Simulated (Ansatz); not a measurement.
**Run report: C$_{2}$H$_{4}$SSeSi, molecular dynamics (part 1 of 4)**

System: C$_{2}$H$_{4}$SSeSi.
Method: RKS B3LYP-D4/def2-SVP (Ansatz 0.2.0).

It belongs to a series of runs on one base structure; here: dynamics from the highest image of the converged band. Figures and captions count atoms from 1; the log counts them from 0 in places.

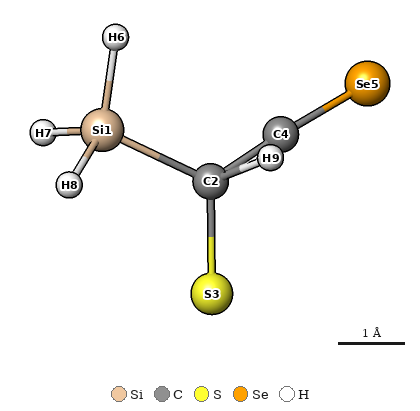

Figure 1. The structure as given in the input (ball-and-stick view, seen at a tilt; atoms are numbered from 1 in the order of the input).

## Summary

| quantity | value |
| --- | --- |
| outcome | finished |
| mean temperature over the second half | 1330 K |
| trajectory | 167 steps, 83.5 fs |
| ensemble | nve |
| temperature in the input | 300.0 K |
| time step | 0.5 fs |
| potential energy (last step) | −86186.1175 eV |
| mean-field energy (last step) | −86185.6184 eV |
| largest force (length of the vector) (last step) | 2.669 eV/Å |
| hardware | 2 threads of Intel Xeon @ 2.50GHz (Skylake/Cascade Lake), 16 GiB of memory available, shared host |
| wall time | 12 min (CPU time 23 min) |
| peak memory | 0.31 GiB |

## Remarks

So short a trajectory is not equilibrated.

## The input
```yaml
crystal:
  periodic: [false, false, false]
  atoms:
    - { symbol: Si, position_ang: [-1.035633, -0.783828, -0.405801] }
    - { symbol: C, position_ang: [0.636342, -0.048041, 0.157573] }
    - { symbol: S, position_ang: [2.031845, -1.09477, 0.143347] }
    - { symbol: C, position_ang: [0.911303, 1.307559, 0.219034] }
    - { symbol: Se, position_ang: [1.379799, 2.944274, 0.222363] }
    - { symbol: H, position_ang: [-2.154908, 0.169066, -0.137695] }
    - { symbol: H, position_ang: [-0.9149, -1.027993, -1.865277] }
    - { symbol: H, position_ang: [-1.216346, -2.043466, 0.356115] }
    - { symbol: H, position_ang: [0.450998, 0.530901, 1.293243] }
basis:
  gaussian: { orbitals: def2-SVP }
hamiltonian:
  xc: b3lyp
  dispersion: d4
md:
  timestep: 0.5
  n_steps: 167
  ensemble: nve
  temperature: 300.0
  initial_velocities: maxwell_boltzmann
  seed: 6665
```

Run as:
```bash
ansatz run input.yaml --threads 2 --pin off --max-ram 3072MiB --backend cpu --events-out ev --progress --plain --runs-dir out
```

## Log
```
Engine: ansatz 0.2.0, x86_64-unknown-linux-gnu
Functional definition: B3LYP
  parameter a0 = 0.2
  parameter ax = 0.72
  parameter ac = 0.81
  exchange = (1 - a0 - ax)*slater_x + ax*b88_x + a0*exact_x
  correlation = (1 - ac)*vwn_rpa_c + ac*lyp_c
1229 factors; integrals over basis functions are off by at most 3.2e-4 eV
mean field evaluation 1: about -86177.4351 eV, gradient 5.0e1 eV
mean field evaluation 2: about -86152.6269 eV, gradient 9.7e1 eV
mean field evaluation 4: about -86181.1639 eV, gradient 3.2e1 eV
mean field evaluation 8: about -86184.5285 eV, gradient 4.8e-1 eV
mean field evaluation 16: about -86184.5436 eV, gradient 3.5e-4 eV
mean field -86184.54356052 eV, -3167.2235578675 hartree, gradient 2.4e-5 eV, S^2 0.000000; 0 other end points of the search recorded, 0 dependent functions left out
the calculation of the forces begins
reference -86184.54381921 eV, -3167.2235673741 hartree; 40, 40 occupied and 76, 76 virtual orbitals, 1229 factors
md step     0: t =     0.00 fs  T =   300.0 K  F+E_penalty+E_count = -86184.99882961 eV  E_kin = 0.271446 eV  conserved = -86184.72738361 eV  (32 SCF iters)
these checks for a lower state are left out or cut short: starts, cluster_reference, orbital_swaps, neighbouring_geometries, increment
1229 factors; integrals over basis functions are off by at most 3.2e-4 eV
mean field -86184.54161486 eV, -3167.2234863657 hartree, gradient 6.8e-5 eV, S^2 0.000000; 0 other end points of the search recorded, 0 dependent functions left out
the calculation of the forces begins
reference -86184.54187331 eV, -3167.2234958634 hartree; 40, 40 occupied and 76, 76 virtual orbitals, 1229 factors
md step     1: t =     0.50 fs  T =   298.3 K  F+E_penalty+E_count = -86184.99729063 eV  E_kin = 0.269933 eV  conserved = -86184.72735723 eV  (32 SCF iters, 3 dispersion substeps)
[... from here on the SCF iterations and repeated set-up lines of each step are left out, up to the last step ...]
md step     2: t =     1.00 fs  T =   293.9 K  F+E_penalty+E_count = -86184.99319694 eV  E_kin = 0.265920 eV  conserved = -86184.72727699 eV  (32 SCF iters, 3 dispersion substeps)
md step     3: t =     1.50 fs  T =   288.2 K  F+E_penalty+E_count = -86184.98791442 eV  E_kin = 0.260766 eV  conserved = -86184.72714813 eV  (32 SCF iters, 3 dispersion substeps)
md step     4: t =     2.00 fs  T =   283.6 K  F+E_penalty+E_count = -86184.98358874 eV  E_kin = 0.256603 eV  conserved = -86184.72698571 eV  (32 SCF iters, 3 dispersion substeps)
md step     5: t =     2.50 fs  T =   283.0 K  F+E_penalty+E_count = -86184.98286870 eV  E_kin = 0.256054 eV  conserved = -86184.72681495 eV  (32 SCF iters, 3 dispersion substeps)
md step     6: t =     3.00 fs  T =   289.3 K  F+E_penalty+E_count = -86184.98845235 eV  E_kin = 0.261788 eV  conserved = -86184.72666396 eV  (32 SCF iters, 3 dispersion substeps)
md step     7: t =     3.50 fs  T =   305.0 K  F+E_penalty+E_count = -86185.00256383 eV  E_kin = 0.276006 eV  conserved = -86184.72655740 eV  (32 SCF iters, 3 dispersion substeps)
md step     8: t =     4.00 fs  T =   331.6 K  F+E_penalty+E_count = -86185.02658458 eV  E_kin = 0.300076 eV  conserved = -86184.72650876 eV  (32 SCF iters, 3 dispersion substeps)
md step     9: t =     4.50 fs  T =   369.7 K  F+E_penalty+E_count = -86185.06104309 eV  E_kin = 0.334525 eV  conserved = -86184.72651842 eV  (31 SCF iters, 3 dispersion substeps)
md step    10: t =     5.00 fs  T =   419.1 K  F+E_penalty+E_count = -86185.10582321 eV  E_kin = 0.379243 eV  conserved = -86184.72658009 eV  (30 SCF iters, 3 dispersion substeps)
md step    11: t =     5.50 fs  T =   479.2 K  F+E_penalty+E_count = -86185.16027516 eV  E_kin = 0.433589 eV  conserved = -86184.72668615 eV  (30 SCF iters, 3 dispersion substeps)
md step    12: t =     6.00 fs  T =   548.6 K  F+E_penalty+E_count = -86185.22320873 eV  E_kin = 0.496375 eV  conserved = -86184.72683366 eV  (30 SCF iters, 3 dispersion substeps)
md step    13: t =     6.50 fs  T =   625.4 K  F+E_penalty+E_count = -86185.29287186 eV  E_kin = 0.565847 eV  conserved = -86184.72702481 eV  (30 SCF iters, 3 dispersion substeps)
md step    14: t =     7.00 fs  T =   706.9 K  F+E_penalty+E_count = -86185.36692574 eV  E_kin = 0.639662 eV  conserved = -86184.72726365 eV  (32 SCF iters, 3 dispersion substeps)
md step    15: t =     7.50 fs  T =   790.1 K  F+E_penalty+E_count = -86185.44243329 eV  E_kin = 0.714892 eV  conserved = -86184.72754132 eV  (31 SCF iters, 3 dispersion substeps)
md step    16: t =     8.00 fs  T =   871.1 K  F+E_penalty+E_count = -86185.51600613 eV  E_kin = 0.788181 eV  conserved = -86184.72782511 eV  (34 SCF iters, 3 dispersion substeps)
md step    17: t =     8.50 fs  T =   946.3 K  F+E_penalty+E_count = -86185.58425833 eV  E_kin = 0.856201 eV  conserved = -86184.72805776 eV  (34 SCF iters, 3 dispersion substeps)
md step    18: t =     9.00 fs  T =  1012.8 K  F+E_penalty+E_count = -86185.64455647 eV  E_kin = 0.916372 eV  conserved = -86184.72818448 eV  (33 SCF iters, 3 dispersion substeps)
md step    19: t =     9.50 fs  T =  1069.3 K  F+E_penalty+E_count = -86185.69570909 eV  E_kin = 0.967512 eV  conserved = -86184.72819670 eV  (34 SCF iters, 3 dispersion substeps)
md step    20: t =    10.00 fs  T =  1116.1 K  F+E_penalty+E_count = -86185.73799332 eV  E_kin = 1.009829 eV  conserved = -86184.72816422 eV  (30 SCF iters, 3 dispersion substeps)
md step    21: t =    10.50 fs  T =  1153.8 K  F+E_penalty+E_count = -86185.77215236 eV  E_kin = 1.043954 eV  conserved = -86184.72819856 eV  (34 SCF iters, 3 dispersion substeps)
md step    22: t =    11.00 fs  T =  1182.0 K  F+E_penalty+E_count = -86185.79789746 eV  E_kin = 1.069540 eV  conserved = -86184.72835735 eV  (33 SCF iters, 3 dispersion substeps)
md step    23: t =    11.50 fs  T =  1198.7 K  F+E_penalty+E_count = -86185.81318081 eV  E_kin = 1.084597 eV  conserved = -86184.72858412 eV  (33 SCF iters, 3 dispersion substeps)
md step    24: t =    12.00 fs  T =  1200.6 K  F+E_penalty+E_count = -86185.81503723 eV  E_kin = 1.086291 eV  conserved = -86184.72874576 eV  (33 SCF iters, 3 dispersion substeps)
md step    25: t =    12.50 fs  T =  1185.6 K  F+E_penalty+E_count = -86185.80145893 eV  E_kin = 1.072724 eV  conserved = -86184.72873461 eV  (30 SCF iters, 3 dispersion substeps)
md step    26: t =    13.00 fs  T =  1154.3 K  F+E_penalty+E_count = -86185.77293406 eV  E_kin = 1.044401 eV  conserved = -86184.72853348 eV  (30 SCF iters, 3 dispersion substeps)
md step    27: t =    13.50 fs  T =  1110.2 K  F+E_penalty+E_count = -86185.73273801 eV  E_kin = 1.004537 eV  conserved = -86184.72820066 eV  (30 SCF iters, 3 dispersion substeps)
md step    28: t =    14.00 fs  T =  1059.1 K  F+E_penalty+E_count = -86185.68611212 eV  E_kin = 0.958290 eV  conserved = -86184.72782235 eV  (31 SCF iters, 3 dispersion substeps)
md step    29: t =    14.50 fs  T =  1007.4 K  F+E_penalty+E_count = -86185.63902134 eV  E_kin = 0.911554 eV  conserved = -86184.72746727 eV  (31 SCF iters, 3 dispersion substeps)
md step    30: t =    15.00 fs  T =   961.4 K  F+E_penalty+E_count = -86185.59711377 eV  E_kin = 0.869939 eV  conserved = -86184.72717496 eV  (32 SCF iters, 3 dispersion substeps)
md step    31: t =    15.50 fs  T =   926.3 K  F+E_penalty+E_count = -86185.56509866 eV  E_kin = 0.838138 eV  conserved = -86184.72696024 eV  (30 SCF iters, 3 dispersion substeps)
md step    32: t =    16.00 fs  T =   905.9 K  F+E_penalty+E_count = -86185.54646877 eV  E_kin = 0.819639 eV  conserved = -86184.72682943 eV  (32 SCF iters, 3 dispersion substeps)
md step    33: t =    16.50 fs  T =   902.5 K  F+E_penalty+E_count = -86185.54336423 eV  E_kin = 0.816570 eV  conserved = -86184.72679442 eV  (32 SCF iters, 3 dispersion substeps)
md step    34: t =    17.00 fs  T =   916.8 K  F+E_penalty+E_count = -86185.55641006 eV  E_kin = 0.829541 eV  conserved = -86184.72686938 eV  (31 SCF iters, 3 dispersion substeps)
md step    35: t =    17.50 fs  T =   947.7 K  F+E_penalty+E_count = -86185.58452929 eV  E_kin = 0.857467 eV  conserved = -86184.72706255 eV  (30 SCF iters, 3 dispersion substeps)
md step    36: t =    18.00 fs  T =   992.0 K  F+E_penalty+E_count = -86185.62490290 eV  E_kin = 0.897554 eV  conserved = -86184.72734864 eV  (34 SCF iters, 3 dispersion substeps)
md step    37: t =    18.50 fs  T =  1045.3 K  F+E_penalty+E_count = -86185.67344676 eV  E_kin = 0.945803 eV  conserved = -86184.72764342 eV  (35 SCF iters, 3 dispersion substeps)
md step    38: t =    19.00 fs  T =  1103.3 K  F+E_penalty+E_count = -86185.72613403 eV  E_kin = 0.998327 eV  conserved = -86184.72780729 eV  (35 SCF iters, 3 dispersion substeps)
md step    39: t =    19.50 fs  T =  1164.1 K  F+E_penalty+E_count = -86185.78101229 eV  E_kin = 1.053294 eV  conserved = -86184.72771878 eV  (30 SCF iters, 3 dispersion substeps)
md step    40: t =    20.00 fs  T =  1229.4 K  F+E_penalty+E_count = -86185.83977313 eV  E_kin = 1.112360 eV  conserved = -86184.72741273 eV  (35 SCF iters, 3 dispersion substeps)
md step    41: t =    20.50 fs  T =  1303.9 K  F+E_penalty+E_count = -86185.90695776 eV  E_kin = 1.179794 eV  conserved = -86184.72716373 eV  (35 SCF iters, 3 dispersion substeps)
md step    42: t =    21.00 fs  T =  1390.9 K  F+E_penalty+E_count = -86185.98584716 eV  E_kin = 1.258497 eV  conserved = -86184.72735026 eV  (34 SCF iters, 3 dispersion substeps)
md step    43: t =    21.50 fs  T =  1486.6 K  F+E_penalty+E_count = -86186.07321510 eV  E_kin = 1.345099 eV  conserved = -86184.72811585 eV  (35 SCF iters, 3 dispersion substeps)
md step    44: t =    22.00 fs  T =  1578.6 K  F+E_penalty+E_count = -86186.15755140 eV  E_kin = 1.428363 eV  conserved = -86184.72918845 eV  (31 SCF iters, 3 dispersion substeps)
md step    45: t =    22.50 fs  T =  1650.1 K  F+E_penalty+E_count = -86186.22308730 eV  E_kin = 1.493005 eV  conserved = -86184.73008242 eV  (31 SCF iters, 3 dispersion substeps)
md step    46: t =    23.00 fs  T =  1686.8 K  F+E_penalty+E_count = -86186.25675390 eV  E_kin = 1.526291 eV  conserved = -86184.73046240 eV  (31 SCF iters, 3 dispersion substeps)
md step    47: t =    23.50 fs  T =  1683.0 K  F+E_penalty+E_count = -86186.25306569 eV  E_kin = 1.522769 eV  conserved = -86184.73029712 eV  (30 SCF iters, 3 dispersion substeps)
md step    48: t =    24.00 fs  T =  1641.1 K  F+E_penalty+E_count = -86186.21467128 eV  E_kin = 1.484906 eV  conserved = -86184.72976501 eV  (30 SCF iters, 3 dispersion substeps)
md step    49: t =    24.50 fs  T =  1570.2 K  F+E_penalty+E_count = -86186.14980998 eV  E_kin = 1.420722 eV  conserved = -86184.72908772 eV  (30 SCF iters, 3 dispersion substeps)
md step    50: t =    25.00 fs  T =  1481.6 K  F+E_penalty+E_count = -86186.06901862 eV  E_kin = 1.340587 eV  conserved = -86184.72843188 eV  (30 SCF iters, 3 dispersion substeps)
md step    51: t =    25.50 fs  T =  1386.7 K  F+E_penalty+E_count = -86185.98258106 eV  E_kin = 1.254694 eV  conserved = -86184.72788699 eV  (30 SCF iters, 3 dispersion substeps)
md step    52: t =    26.00 fs  T =  1294.9 K  F+E_penalty+E_count = -86185.89909302 eV  E_kin = 1.171607 eV  conserved = -86184.72748611 eV  (30 SCF iters, 3 dispersion substeps)
md step    53: t =    26.50 fs  T =  1213.1 K  F+E_penalty+E_count = -86185.82488805 eV  E_kin = 1.097655 eV  conserved = -86184.72723284 eV  (32 SCF iters, 3 dispersion substeps)
md step    54: t =    27.00 fs  T =  1145.9 K  F+E_penalty+E_count = -86185.76394132 eV  E_kin = 1.036821 eV  conserved = -86184.72712071 eV  (32 SCF iters, 3 dispersion substeps)
md step    55: t =    27.50 fs  T =  1095.0 K  F+E_penalty+E_count = -86185.71794883 eV  E_kin = 0.990803 eV  conserved = -86184.72714587 eV  (31 SCF iters, 3 dispersion substeps)
md step    56: t =    28.00 fs  T =  1060.0 K  F+E_penalty+E_count = -86185.68639226 eV  E_kin = 0.959080 eV  conserved = -86184.72731206 eV  (32 SCF iters, 3 dispersion substeps)
md step    57: t =    28.50 fs  T =  1037.6 K  F+E_penalty+E_count = -86185.66651072 eV  E_kin = 0.938882 eV  conserved = -86184.72762886 eV  (31 SCF iters, 3 dispersion substeps)
md step    58: t =    29.00 fs  T =  1022.4 K  F+E_penalty+E_count = -86185.65321471 eV  E_kin = 0.925112 eV  conserved = -86184.72810312 eV  (29 SCF iters, 3 dispersion substeps)
md step    59: t =    29.50 fs  T =  1006.2 K  F+E_penalty+E_count = -86185.63911529 eV  E_kin = 0.910403 eV  conserved = -86184.72871257 eV  (32 SCF iters, 3 dispersion substeps)
md step    60: t =    30.00 fs  T =   978.9 K  F+E_penalty+E_count = -86185.61506840 eV  E_kin = 0.885704 eV  conserved = -86184.72936405 eV  (32 SCF iters, 3 dispersion substeps)
md step    61: t =    30.50 fs  T =   930.6 K  F+E_penalty+E_count = -86185.57187398 eV  E_kin = 0.842034 eV  conserved = -86184.72983962 eV  (32 SCF iters, 3 dispersion substeps)
md step    62: t =    31.00 fs  T =   855.5 K  F+E_penalty+E_count = -86185.50382281 eV  E_kin = 0.774035 eV  conserved = -86184.72978775 eV  (32 SCF iters, 3 dispersion substeps)
md step    63: t =    31.50 fs  T =   757.2 K  F+E_penalty+E_count = -86185.41398235 eV  E_kin = 0.685114 eV  conserved = -86184.72886828 eV  (32 SCF iters, 3 dispersion substeps)
md step    64: t =    32.00 fs  T =   653.9 K  F+E_penalty+E_count = -86185.31878798 eV  E_kin = 0.591677 eV  conserved = -86184.72711137 eV  (32 SCF iters, 3 dispersion substeps)
md step    65: t =    32.50 fs  T =   576.2 K  F+E_penalty+E_count = -86185.24664444 eV  E_kin = 0.521391 eV  conserved = -86184.72525376 eV  (32 SCF iters, 3 dispersion substeps)
md step    66: t =    33.00 fs  T =   554.6 K  F+E_penalty+E_count = -86185.22629494 eV  E_kin = 0.501830 eV  conserved = -86184.72446460 eV  (30 SCF iters, 3 dispersion substeps)
md step    67: t =    33.50 fs  T =   601.6 K  F+E_penalty+E_count = -86185.26965574 eV  E_kin = 0.544299 eV  conserved = -86184.72535644 eV  (32 SCF iters, 3 dispersion substeps)
md step    68: t =    34.00 fs  T =   702.7 K  F+E_penalty+E_count = -86185.36313095 eV  E_kin = 0.635782 eV  conserved = -86184.72734922 eV  (32 SCF iters, 3 dispersion substeps)
md step    69: t =    34.50 fs  T =   825.3 K  F+E_penalty+E_count = -86185.47601520 eV  E_kin = 0.746760 eV  conserved = -86184.72925476 eV  (32 SCF iters, 3 dispersion substeps)
md step    70: t =    35.00 fs  T =   936.8 K  F+E_penalty+E_count = -86185.57793519 eV  E_kin = 0.847645 eV  conserved = -86184.73029010 eV  (30 SCF iters, 3 dispersion substeps)
md step    71: t =    35.50 fs  T =  1017.5 K  F+E_penalty+E_count = -86185.65103097 eV  E_kin = 0.920631 eV  conserved = -86184.73039988 eV  (30 SCF iters, 3 dispersion substeps)
md step    72: t =    36.00 fs  T =  1062.9 K  F+E_penalty+E_count = -86185.69163463 eV  E_kin = 0.961707 eV  conserved = -86184.72992735 eV  (31 SCF iters, 3 dispersion substeps)
md step    73: t =    36.50 fs  T =  1079.1 K  F+E_penalty+E_count = -86185.70560737 eV  E_kin = 0.976370 eV  conserved = -86184.72923779 eV  (31 SCF iters, 3 dispersion substeps)
md step    74: t =    37.00 fs  T =  1076.8 K  F+E_penalty+E_count = -86185.70285371 eV  E_kin = 0.974292 eV  conserved = -86184.72856136 eV  (31 SCF iters, 3 dispersion substeps)
md step    75: t =    37.50 fs  T =  1067.2 K  F+E_penalty+E_count = -86185.69361438 eV  E_kin = 0.965614 eV  conserved = -86184.72799992 eV  (31 SCF iters, 3 dispersion substeps)
md step    76: t =    38.00 fs  T =  1060.0 K  F+E_penalty+E_count = -86185.68667463 eV  E_kin = 0.959096 eV  conserved = -86184.72757819 eV  (31 SCF iters, 3 dispersion substeps)
md step    77: t =    38.50 fs  T =  1062.6 K  F+E_penalty+E_count = -86185.68878127 eV  E_kin = 0.961489 eV  conserved = -86184.72729183 eV  (31 SCF iters, 3 dispersion substeps)
md step    78: t =    39.00 fs  T =  1080.3 K  F+E_penalty+E_count = -86185.70458428 eV  E_kin = 0.977451 eV  conserved = -86184.72713357 eV  (30 SCF iters, 3 dispersion substeps)
md step    79: t =    39.50 fs  T =  1115.8 K  F+E_penalty+E_count = -86185.73668514 eV  E_kin = 1.009579 eV  conserved = -86184.72710587 eV  (31 SCF iters, 3 dispersion substeps)
md step    80: t =    40.00 fs  T =  1169.7 K  F+E_penalty+E_count = -86185.78557497 eV  E_kin = 1.058351 eV  conserved = -86184.72722414 eV  (31 SCF iters, 3 dispersion substeps)
md step    81: t =    40.50 fs  T =  1239.9 K  F+E_penalty+E_count = -86185.84938669 eV  E_kin = 1.121873 eV  conserved = -86184.72751404 eV  (31 SCF iters, 3 dispersion substeps)
md step    82: t =    41.00 fs  T =  1321.3 K  F+E_penalty+E_count = -86185.92350256 eV  E_kin = 1.195499 eV  conserved = -86184.72800361 eV  (31 SCF iters, 3 dispersion substeps)
md step    83: t =    41.50 fs  T =  1405.2 K  F+E_penalty+E_count = -86186.00017928 eV  E_kin = 1.271479 eV  conserved = -86184.72869986 eV  (31 SCF iters, 3 dispersion substeps)
md step    84: t =    42.00 fs  T =  1479.9 K  F+E_penalty+E_count = -86186.06854957 eV  E_kin = 1.339002 eV  conserved = -86184.72954779 eV  (31 SCF iters, 3 dispersion substeps)
md step    85: t =    42.50 fs  T =  1531.0 K  F+E_penalty+E_count = -86186.11561893 eV  E_kin = 1.385245 eV  conserved = -86184.73037344 eV  (34 SCF iters, 3 dispersion substeps)
md step    86: t =    43.00 fs  T =  1545.3 K  F+E_penalty+E_count = -86186.12905784 eV  E_kin = 1.398206 eV  conserved = -86184.73085213 eV  (34 SCF iters, 3 dispersion substeps)
md step    87: t =    43.50 fs  T =  1515.8 K  F+E_penalty+E_count = -86186.10215129 eV  E_kin = 1.371565 eV  conserved = -86184.73058673 eV  (34 SCF iters, 3 dispersion substeps)
md step    88: t =    44.00 fs  T =  1447.9 K  F+E_penalty+E_count = -86186.03951617 eV  E_kin = 1.310120 eV  conserved = -86184.72939596 eV  (33 SCF iters, 3 dispersion substeps)
```
